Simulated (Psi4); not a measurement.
**A workflow on BNH4S (SMILES NBS)**

We compute a structure relaxation (wB97X-D/6-31G*), then the harmonic vibrations, then the energy (MP2/def2-TZVPP), then the vertical excitations (TD-wB97X-D/6-31G*) of BNH4S. 

Program for the calculation: Psi4 1.11.

### Step 1. The molecule

BNH4S: 7 atoms, total charge 0, spin state singlet. As SMILES, `NBS`. All atoms were displaced at random from a relaxed shape. The run starts from this shape.

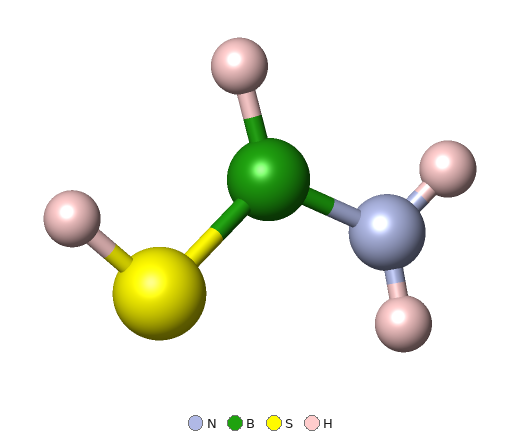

Viewed from a chosen angle; nitrogen light blue, boron green, sulfur yellow, hydrogen pink.

### Step 2. A structure relaxation at wB97X-D/6-31G(d) (density fitting, Cartesian functions) (run 1)

File job.inp:

```
memory 1.6 GB

molecule {
  N     -1.064461     0.374358    -0.646034
  B      0.081478     0.166392     0.287184
  S      1.078087    -1.369529     0.053979
  H     -1.299803    -0.297006    -1.313815
  H     -1.349675     1.266861    -0.645761
  H      0.509477     0.958806     1.135348
  H      1.944885    -1.226171     0.976605
  units angstrom
}

set {
  basis        6-31G*
  geom_maxiter 60
}

energy_value, wavefunction = opt("wb97x-d", return_wfn=True)
```

Command:

```bash
psi4 -n 1 job.inp job.out
```

job.out:

```text
Psi4 1.11 release

gradient() will perform analytic gradient computation.

   => Loading Basis Set <=

    Name: 6-31G*
    Role: ORBITAL
    Keyword: BASIS

   => WB97X-D: Empirical Dispersion <=

    Chai and Head-Gordon Dispersion Correction

        s6 =       1.000000

         ---------------------------------------------------------
                                   SCF
                              RKS Reference
                        1 Threads,   1525 MiB Core
         ---------------------------------------------------------

  ==> Geometry <==

    Molecular point group: c1
    Full point group: C1

    Geometry (in Angstrom), charge = 0, multiplicity = 1:

       Center              X                  Y                   Z               Mass
    ------------   -----------------  -----------------  -----------------  -----------------
         N           -1.396560848150     0.964446102611    -0.580389052062    14.003074004430
         B           -0.250621848150     0.756480102611     0.352828947938    11.009305360000
         S            0.745987151850    -0.779440897389     0.119623947938    31.972071174400
         H           -1.631902848150     0.293082102611    -1.248170052062     1.007825032230
         H           -1.681774848150     1.856949102611    -0.580116052062     1.007825032230
         H            0.177377151850     1.548894102611     1.200992947938     1.007825032230
         H            1.612785151850    -0.636082897389     1.042249947938     1.007825032230

  Running in c1 symmetry.

  Rotational constants: A =      1.37400  B =      0.17215  C =      0.15318 [cm^-1]
  Rotational constants: A =  41191.56167  B =   5161.00647  C =   4592.15275 [MHz]
  Nuclear repulsion =   88.327094553893033

  Charge       = 0
  Multiplicity = 1
  Electrons    = 32
  Nalpha       = 16
  Nbeta        = 16

  ==> Algorithm <==

  SCF Algorithm Type is DF.
  DIIS enabled.
  MOM disabled.
  Fractional occupation disabled.
  Guess Type is SAD.
  Energy threshold   = 1.00e-08
  Density threshold  = 1.00e-08
  Integral threshold = 1.00e-12

  ==> Primary Basis <==

  Basis Set: 6-31G*
    Blend: 6-31G*
    Number of shells: 28
    Number of basis functions: 57
    Number of Cartesian functions: 57
    Spherical Harmonics?: false
    Max angular momentum: 2

  ==> DFT Potential <==

   => LibXC <=

    Version 7.1.2

   => Composite Functional: WB97X-D <=

    wB97X-D Hyb-GGA Exchange-Correlation Functional

    Deriv               =              1
    GGA                 =           TRUE
    Meta                =          FALSE

    Exchange Hybrid     =           TRUE
    MP2 Hybrid          =          FALSE

   => Exchange-Correlation Functionals <=

    1.0000   wB97X-D range-separated functional

   => Exact (HF) Exchange <=

    0.7780            HF,LR [omega = 0.2000]
    0.2220               HF

   => LibXC Density Thresholds  <==

    XC_HYB_GGA_XC_WB97X_D:  1.00E-14

   => Molecular Quadrature <=

    Radial Scheme          =       TREUTLER
    Pruning Scheme         =           NONE
    Nuclear Scheme         =       TREUTLER

    Blocking Scheme        =         OCTREE
    BS radius alpha        =              1
    Pruning alpha          =              1
    Radial Points          =             75
    Spherical Points       =            302
    Total Points           =         150415
    Total Blocks           =           1184
    Max Points             =            256
    Max Functions          =             56
    Weights Tolerance      =       1.00E-15

   => Loading Basis Set <=

    Name: (6-31G* AUX)
    Role: JKFIT
    Keyword: DF_BASIS_SCF

  ==> Integral Setup <==

  DFHelper Memory: AOs need 0.030 GiB; user supplied 0.902 GiB.
  SCF_SUBTYPE=INCORE selected. In-core MEM_DF algorithm will be used.
  Using in-core AOs.

  ==> MemDFJK: Density-Fitted J/K Matrices <==

    J tasked:                   Yes
    K tasked:                   Yes
    wK tasked:                  Yes
    Omega:                2.000E-01
    Memory [MiB]:               923
    Algorithm:                 Core
    Schwarz Cutoff:           1E-12
    Mask sparsity (%):       0.4309
    Fitting Condition:        1E-10

   => Auxiliary Basis Set <=

  Basis Set: (6-31G* AUX)
    Blend: CC-PVDZ-JKFIT
    Number of shells: 120
    Number of basis functions: 392
    Number of Cartesian functions: 392
    Spherical Harmonics?: false
    Max angular momentum: 3

  Cached 100.0% of DFT collocation blocks in 0.215 [GiB].

  Minimum eigenvalue in the overlap matrix is 8.8733822736E-03.
  Reciprocal condition number of the overlap matrix is 1.4225010883E-03.
    Using symmetric orthogonalization.

  ==> Pre-Iterations <==

  SCF Guess: Superposition of Atomic Densities via on-the-fly atomic UHF (no occupation information).

   -------------------------
    Irrep   Nso     Nmo
   -------------------------
     A         57      57
   -------------------------
    Total      57      57
   -------------------------

  ==> Iterations <==

                           Total Energy        Delta E     RMS |[F,P]|

   @DF-RKS iter SAD:  -479.59564924644235   -4.79596e+02   0.00000e+00
[... 4 lines left out ...]
   @DF-RKS iter   5:  -480.19657513077328   -8.17345e-05   3.57162e-05 DIIS
[... 4 lines left out ...]
   @DF-RKS iter  10:  -480.19658024936228   -3.00474e-10   4.45374e-08 DIIS
[... 35 lines left out ...]
  @DF-RKS Final Energy:  -480.19658024936939
[... 7 lines left out ...]
    Empirical Dispersion Energy =          -0.0013777618309327
[... 18 lines left out ...]
 Dipole Z            :         -0.1391337            0.0573746           -0.0817591
[... 137 lines left out ...]
	  Convergence Criteria     1.00e-06 *    3.00e-04 *             o    1.20e-03 *             o~
[... 148 lines left out ...]
   @DF-RKS iter   2:  -480.21615411832630   -7.24430e-04   5.47389e-04 DIIS/ADIIS
[... 4 lines left out ...]
   @DF-RKS iter   7:  -480.21664954806857   -2.15966e-08   6.88698e-07 DIIS
[... 10 lines left out ...]
    Final Occupation by Irrep:
[... 12 lines left out ...]
    DFT Exchange-Correlation Energy =     -27.2370853257507939
[... 18 lines left out ...]
 Dipole Y            :         -1.6121114            2.1997734            0.5876620
[... 104 lines left out ...]
	   Step    Total Energy     Delta E     Max Force     RMS Force      Max Disp      RMS Disp
[... 118 lines left out ...]
   @DF-RKS iter   1:  -480.21833622957962    1.82216e-04   2.18692e-04 DIIS/ADIIS
[... 4 lines left out ...]
   @DF-RKS iter   6:  -480.21848028762173   -4.32161e-08   8.93463e-07 DIIS
[... 10 lines left out ...]
    Final Occupation by Irrep:
[... 12 lines left out ...]
    DFT Exchange-Correlation Energy =     -27.2365882806690784
[... 18 lines left out ...]
 Dipole Y            :         -1.6859306            2.2678339            0.5819033
[... 104 lines left out ...]
	   Step    Total Energy     Delta E     Max Force     RMS Force      Max Disp      RMS Disp
[... 100 lines left out ...]
   @DF-RKS iter   1:  -480.21853170185585   -1.75349e-03   1.07466e-04 DIIS/ADIIS
[... 4 lines left out ...]
   @DF-RKS iter   6:  -480.21858705448267   -1.99899e-08   4.31647e-07 DIIS
[... 10 lines left out ...]
    Final Occupation by Irrep:
[... 12 lines left out ...]
    DFT Exchange-Correlation Energy =     -27.2355054389820701
[... 18 lines left out ...]
 Dipole Y            :         -1.7473080            2.3240793            0.5767713
[... 104 lines left out ...]
	   Step    Total Energy     Delta E     Max Force     RMS Force      Max Disp      RMS Disp
[... 100 lines left out ...]
   @DF-RKS iter   1:  -480.21855813465947    2.76984e-04   6.87499e-05 DIIS
[... 4 lines left out ...]
   @DF-RKS iter   6:  -480.21858158411789   -9.15969e-09   3.78731e-07 DIIS
[... 10 lines left out ...]
    Final Occupation by Irrep:
[... 12 lines left out ...]
    DFT Exchange-Correlation Energy =     -27.2359669849307338
[... 18 lines left out ...]
 Dipole Y            :         -1.7201923            2.2871777            0.5669854
[... 104 lines left out ...]
	   Step    Total Energy     Delta E     Max Force     RMS Force      Max Disp      RMS Disp
[... 100 lines left out ...]
   @DF-RKS iter   1:  -480.21861779923859    4.47863e-04   3.02419e-05 DIIS
[... 4 lines left out ...]
   @DF-RKS iter   6:  -480.21862166637658   -9.96124e-10   1.52020e-07 DIIS
[... 15 lines left out ...]
  @DF-RKS Final Energy:  -480.21862166651374
[... 7 lines left out ...]
    Empirical Dispersion Energy =          -0.0013409970984225
[... 18 lines left out ...]
 Dipole Z            :         -0.2856576            0.1468928           -0.1387648
[... 105 lines left out ...]
	  Convergence Criteria     1.00e-06 *    3.00e-04 *             o    1.20e-03 *             o
[... 99 lines left out ...]
   @DF-RKS iter   2:  -480.21862278111666   -1.72089e-07   3.67181e-06 DIIS
[... 4 lines left out ...]
   @DF-RKS iter   7:  -480.21862281708053   -4.60432e-12   8.83990e-09 DIIS
[... 38 lines left out ...]
    One-Electron Energy =                -837.0732099471969150
[... 4 lines left out ...]
    Total Energy =                       -480.2186228170805293
[... 1 line left out ...]
Computation Completed

Properties will be evaluated at   0.000000,   0.000000,   0.000000 [a0]

Properties computed using the SCF density matrix

 Multipole Moments:

 ------------------------------------------------------------------------------------
     Multipole            Electronic (a.u.)      Nuclear  (a.u.)        Total (a.u.)
 ------------------------------------------------------------------------------------

 L = 1.  Multiply by 2.5417464519 to convert [e a0] to [Debye]
 Dipole X            :          0.8741521           -1.4155552           -0.5414031
 Dipole Y            :         -1.7311611            2.3002808            0.5691196
 Dipole Z            :         -0.2855225            0.1453246           -0.1401979
 Magnitude           :                                                    0.7979160

 ------------------------------------------------------------------------------------

	total time  =          4 seconds =       0.07 minutes

         ------------------------------------------------------------
                                   SCF GRAD
         ------------------------------------------------------------

  ==> Geometry <==

    Molecular point group: c1
    Full point group: C1

    Geometry (in Angstrom), charge = 0, multiplicity = 1:

       Center              X                  Y                   Z               Mass
    ------------   -----------------  -----------------  -----------------  -----------------
         N           -1.301955464729     1.021533915377    -0.555881233919    14.003074004430
         B           -0.216486212594     0.765783567035     0.282724931906    11.009305360000
         S            0.700061144748    -0.813824398596     0.132329337364    31.972071174400
         H           -1.637438844922     0.385988308364    -1.264730214436     1.007825032230
         H           -1.826110369314     1.880334042328    -0.497878498053     1.007825032230
         H            0.113024316228     1.575943616604     1.096756672312     1.007825032230
         H            1.596586321320    -0.583474663151     1.103029071157     1.007825032230

  Nuclear repulsion =   89.091965593093121

   => Molecular Quadrature <=

    Radial Scheme          =       TREUTLER
    Pruning Scheme         =           NONE
    Nuclear Scheme         =       TREUTLER

    Blocking Scheme        =         OCTREE
    BS radius alpha        =              1
    Pruning alpha          =              1
    Radial Points          =             75
    Spherical Points       =            302
    Total Points           =         150421
    Total Blocks           =           1186
    Max Points             =            256
    Max Functions          =             56
    Weights Tolerance      =       1.00E-15

  -Total Gradient:
     Atom            X                  Y                   Z
    ------   -----------------  -----------------  -----------------
       1        0.000004762113     0.000020203569     0.000020390346
       2       -0.000127061660     0.000038598587    -0.000130921287
       3       -0.000049426065    -0.000020757508    -0.000050772496
       4       -0.000058634264     0.000020455447    -0.000030221758
       5       -0.000043341665     0.000014796204    -0.000035323250
       6       -0.000035799234    -0.000061693030    -0.000049019275
       7       -0.000056678119    -0.000062761162    -0.000093594609

	total time  =          1 seconds =       0.02 minutes

    			-----------------------------------------

    			 OPTKING 3.0: for geometry optimizations

    			        with contributions from

    			-----------------------------------------

	                            ===> Fragment 1 <==

	 Z (Atomic Numbers)          Masses                          Geom
	       7.000000            14.003074         -2.46033926  1.93041933 -1.05046329
	       5.000000            11.009305         -0.40909965  1.44712121  0.53427269
	      16.000000            31.972071          1.32292383 -1.53790523  0.25006621
	       1.000000             1.007825         -3.09431096  0.72941219 -2.38999373
	       1.000000             1.007825         -3.45084847  3.55331636 -0.94085401
	       1.000000             1.007825          0.21358500  2.97810182  2.07256974
	       1.000000             1.007825          3.01711088 -1.10260731  2.08442285

	 - Coordinate -           - BOHR/RAD -       - ANG/DEG -
	 R(1,2)           =         2.636769           1.395318
	 R(1,4)           =         1.907532           1.009423
	 R(1,5)           =         1.904447           1.007790
[... 15 lines of this table left out ...]
	 D(6,2,3,7)       =        -0.000318          -0.018207

	        --- Internal Coordinate Step in ANG or DEG, aJ/ANG or AJ/DEG ---
	-------------------------------------------------------------------------------
	           Coordinate      Previous         Force          Change          New
	           ----------      --------        ------          ------        ------
	               R(1,2)       1.39532        0.00071        0.00012       1.39544
	               R(1,4)       1.00942        0.00008        0.00001       1.00943
	               R(1,5)       1.00779        0.00002       -0.00000       1.00779
[... 15 lines of this table left out ...]
	           D(6,2,3,7)      -0.01821        0.00000        0.01736      -0.00085
	-------------------------------------------------------------------------------

	                                 ==> Convergence Check <==

	Measures of convergence in internal coordinates in au.

	Criteria marked as inactive (o), active & met (*), and active & unmet ( ).

	----------------------------------------------------------------------------------------------
	   Step    Total Energy     Delta E     Max Force     RMS Force      Max Disp      RMS Disp
	----------------------------------------------------------------------------------------------
	  Convergence Criteria     1.00e-06 *    3.00e-04 *             o    1.20e-03 *             o
	----------------------------------------------------------------------------------------------
	     7    -480.21862282   -1.15e-06      8.60e-05 *    2.63e-05 o    4.79e-04 *    1.94e-04 o  ~
	----------------------------------------------------------------------------------------------

Next Geometry in Ang
	Fragment 1 (Ang)

	    N  -1.3019832224   1.0214615685  -0.5558968113
	    B  -0.2164559203   0.7656648603   0.2828239831
	    S   0.7000577902  -0.8138927403   0.1323076580
	    H  -1.6374554399   0.3860863968  -1.2649139870
	    H  -1.8261072910   1.8802671329  -0.4977233508
	    H   0.1131440304   1.5760453190   1.0966826848
	    H   1.5964809438  -0.5833481492   1.1030698895

    Final optimized geometry and variables:
    Molecular point group: c1
    Full point group: C1

    Geometry (in Angstrom), charge = 0, multiplicity = 1:

    N           -1.301955464729     1.021533915377    -0.555881233919
    B           -0.216486212594     0.765783567035     0.282724931906
    S            0.700061144748    -0.813824398596     0.132329337364
    H           -1.637438844922     0.385988308364    -1.264730214436
    H           -1.826110369314     1.880334042328    -0.497878498053
    H            0.113024316228     1.575943616604     1.096756672312
    H            1.596586321320    -0.583474663151     1.103029071157

    Psi4 run time: 0:00:41.58

[set-up sections that repeat, and orbital energies of the middle runs, are left out above]
```

Standard output:

```text
Optimizer: Optimization complete!
```

Run time: 43 s. Hardware: 1 thread of Intel Xeon Platinum 8259CL at 2.50GHz (Skylake/Cascade Lake), shared host; peak memory 0.5 GiB.

The path in brief:

```
step  energy from the first frame kept (eV)  largest force (eV/Å)
   0                                 0.0000                7.1162
   1                                -0.5461                1.3967
   2                                -0.5959                0.1968
   3                                -0.5988                0.0602
   4                                -0.5987                0.1443
   5                                -0.5998                0.0133
   6                                -0.5998                0.0096
```

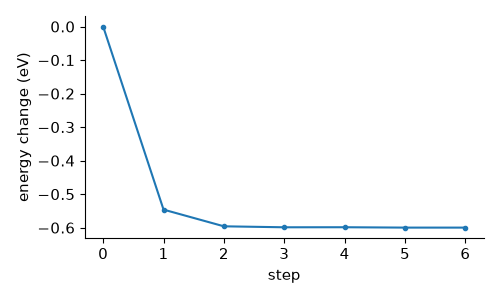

Energy along the run.

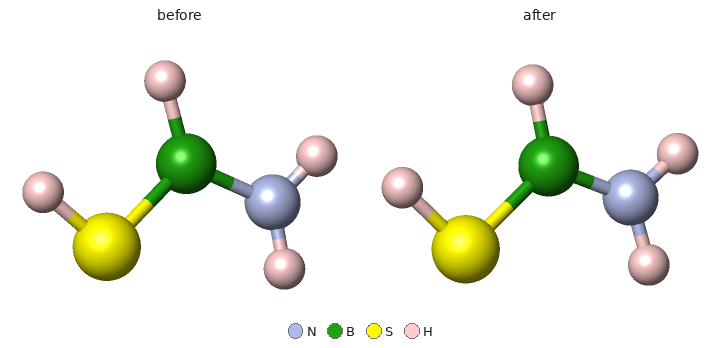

Before and after, at one scale.

After the run. Bond lengths: N1–B2 1.395 Å, B2–S3 1.832 Å, N1–H4 1.009 Å, N1–H5 1.008 Å, B2–H6 1.195 Å, S3–H7 1.341 Å. Angles: N1–B2–S3 119.9°, N1–B2–H6 120.0°, S3–B2–H6 120.2°, B2–N1–H4 124.4°, B2–N1–H5 121.7°, B2–S3–H7 97.3°, H4–N1–H5 113.8°.

### Step 3. The harmonic vibrations at wB97X-D/6-31G(d) (density fitting, Cartesian functions) (run 2)

File calc.inp:

```
memory 1600 mb

molecule {
  N     -0.969856     0.431446    -0.621526
  B      0.115614     0.175695     0.217080
  S      1.032161    -1.403913     0.066684
  H     -1.305339    -0.204100    -1.330375
  H     -1.494011     1.290246    -0.563523
  H      0.445124     0.985856     1.031112
  H      1.928686    -1.173563     1.037384
  units angstrom
  symmetry c1
}

set t 600.0
set rotational_symmetry_number 1

e, wfn = frequency("wb97x-d/6-31G*", return_wfn=True)
print_variables()
```

Command:

```bash
psi4 -n 1 calc.inp calc.out
```

calc.out (excerpt; [...] marks lines left out):

```text
[...]
  Running in c1 symmetry.
[...]
  Nuclear repulsion =   89.091952448320015
[...]
  Multiplicity = 1
[...]
  Nalpha       = 16
  Nbeta        = 16
[...]
    Number of basis functions: 57
[...]
   @DF-RKS iter   1:  -480.07580497614333   -4.43781e-01   9.77720e-03 DIIS/ADIIS
[...]
   @DF-RKS iter  11:  -480.21862083696163   -6.08225e-12   9.28243e-09 DIIS
[...]
  @DF-RKS Final Energy:  -480.21862083696163
   => Energetics <=
    Nuclear Repulsion Energy =             89.0945153231405840
    One-Electron Energy =                -837.0780507111682027
    Two-Electron Energy =                 295.0028109162259966
    DFT Exchange-Correlation Energy =     -27.2365553580550177
    Empirical Dispersion Energy =          -0.0013410071050337
    VV10 Nonlocal Energy =                  0.0000000000000000
    Total Energy =                       -480.2186208369616338
[...]
  -Total Gradient:
     Atom            X                  Y                   Z
    ------   -----------------  -----------------  -----------------
       1       -0.000015076714    -0.000018607601    -0.000002559233
       2       -0.000270854913    -0.000275123601    -0.000582693181
       3        0.000427901347     0.000103525196     0.000500573583
       4       -0.000076698410     0.000017160328    -0.000021223958
       5       -0.000033834965     0.000020075281    -0.000044803364
       6        0.000132400837     0.000296913748     0.000409961702
       7       -0.000523575885    -0.000192804108    -0.000627185702
[...]
  ==> Harmonic Vibrational Analysis <==
[...]
  Freq [cm^-1]                 320.0074            332.5099            480.8318
[...]
  IR activ [km/mol]             5.1731             15.5987             210.9258
[...]
  Freq [cm^-1]                 574.9738            684.3119            830.4827
[...]
  IR activ [km/mol]            45.1536             13.2917             14.1538
[...]
  Freq [cm^-1]                 891.8489            963.4359           1154.3663
[...]
  IR activ [km/mol]            11.4741             11.4520             54.1144
[...]
  Freq [cm^-1]                1369.2945           1679.7460           2680.9087
[...]
  IR activ [km/mol]            214.8715            140.8767            111.7253
[...]
  Freq [cm^-1]                2767.7286           3644.8721           3745.2543
[...]
  IR activ [km/mol]             9.1608             40.8323             35.2639
[...]
```

Standard output:

```text
Warning: used thermodynamics relations inappropriate for low-frequency modes: ['320.0074' '332.5099' '480.8318' '574.9738']
```

Run time: 4.5 min. Hardware: 1 thread of Intel Xeon Platinum 8259CL at 2.50GHz (Skylake/Cascade Lake), shared host; peak memory 0.49 GiB.

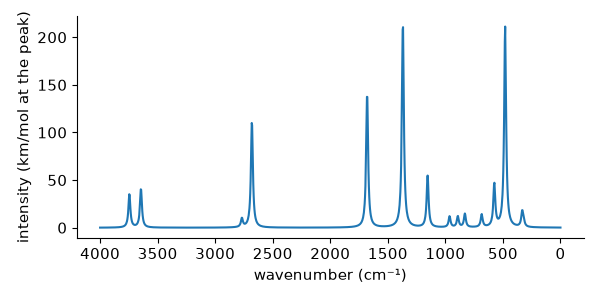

Harmonic infrared spectrum, unscaled, lines broadened by 10 cm⁻¹.

[end of part 1 of 2]
